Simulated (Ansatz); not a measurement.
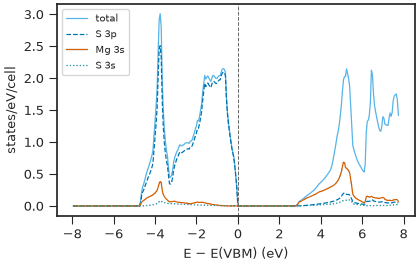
Figure: Total and projected density of states of MgS (rock salt, Fm-3m), PBE (plane waves, PAW; program Ansatz)

Q: Which orbitals carry the states next to the gap?

A: Top 1 eV of the valence band: S 3p 97 %. Bottom 1 eV of the conduction band: Mg 3s 75 %, S 3p 7 %, outside the projected shells 14 %. Projections are on Löwdin-orthogonalised atomic valence shells; empty p or d shells of many metals are not among them.

Q: Where is the tallest occupied peak in this window, and what makes it?

A: Near -3.8 eV, about 3.0 states/eV per cell; the largest projected share is S 3p.

The cell was relaxed with PBE under the symmetry of its start.

Potentials: the later of the program's two PAW sets.
